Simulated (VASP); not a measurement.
Band structure of AgAu3 (space group Pm-3m). All values below come from LDA (Ceperley-Alder, Perdew-Zunger), VASP's LDA PAW potentials (set 64) (plane waves; VASP).

Unless said otherwise, spin-orbit coupling is left out, though it shifts the bands of the heavy elements here.

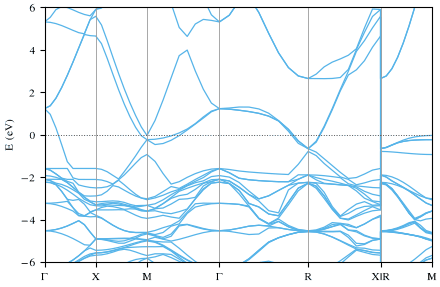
Bands along high-symmetry lines, zero at the valence-band maximum or, without a gap, the Fermi level

**Question.** Read the plot: is there a gap, and where are the band edges?

**Answer.** It has no gap at this level: it comes out as a metal or semimetal.

The structure comes from a computed database's AgAu3 entry (Pm-3m); how it stands against other phases isn't given here. The cell was not relaxed at this level.
